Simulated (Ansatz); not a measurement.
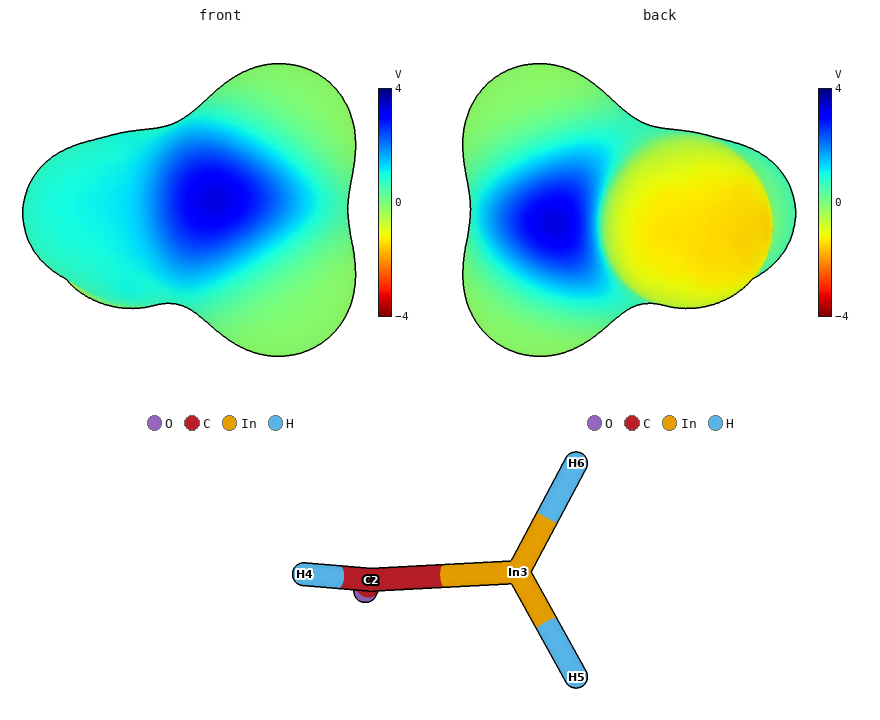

Figure 1: CH3InO (SMILES O=[CH][InH2]). The molecular electrostatic potential painted on the density surface at 0.002 e/bohr³, seen from the front and from behind; the colour scale runs from red (negative) to blue (positive). The bare structure is drawn below in the same view.

Geometry: PBE0-D4/def2-TZVP; core potentials replace the inner electrons of In.

Level of theory: RKS PBE0-D4/def2-TZVPP (Ansatz 0.2.0).

```xyz
6

O    -1.0971   -1.5926    0.4897
C    -0.0881   -1.1975   -0.0374
In    0.1908    0.9994   -0.0387
H     0.6183   -1.9442   -0.4772
H    -0.5136    1.9263   -1.3103
H     0.9318    1.7445    1.3278
```

Where is the surface potential most negative and most positive?

The most negative region (about −1.5 V, or −35 kcal/mol for a unit charge) lies over O1, the most positive (about +3.3 V, or +76 kcal/mol for a unit charge) over In3. O1 is the likeliest acceptor of a hydrogen bond.
